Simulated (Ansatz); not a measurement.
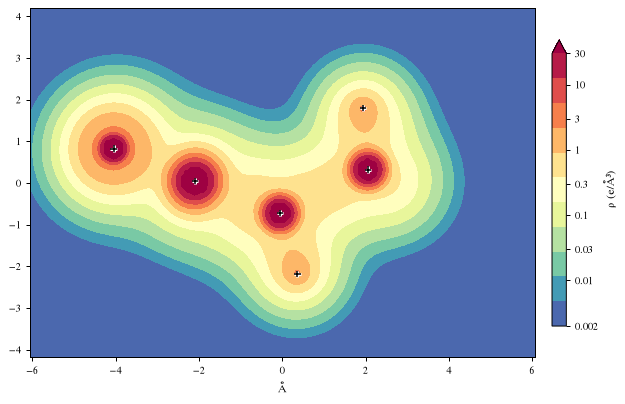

The total electron density on a plane through atoms (crosses mark nuclei in the plane).

Theory: isolated molecule in a Gaussian basis; Kohn-Sham density functional theory, functional PBE0 (Ansatz 0.2.0).

Candidates:
A. CH₂SSi (SMILES [CH2][Si]#[S+]) (charge +1, doublet)
B. ClCuH₄Si₂ (SMILES [SiH3][SiH+][Cu-][Cl])
C. FHO₃Si₂

Which candidate gave the map?

Candidate B: ClCuH₄Si₂ on the plane of atoms Cu2, Si4 and H8, which holds Cl, Cu, Si and H. Cu–Cl (2.10 Å): ρ is about 0.72 e/Å³ halfway. Cu–Si (2.18 Å): ρ is about 0.6 e/Å³ halfway.
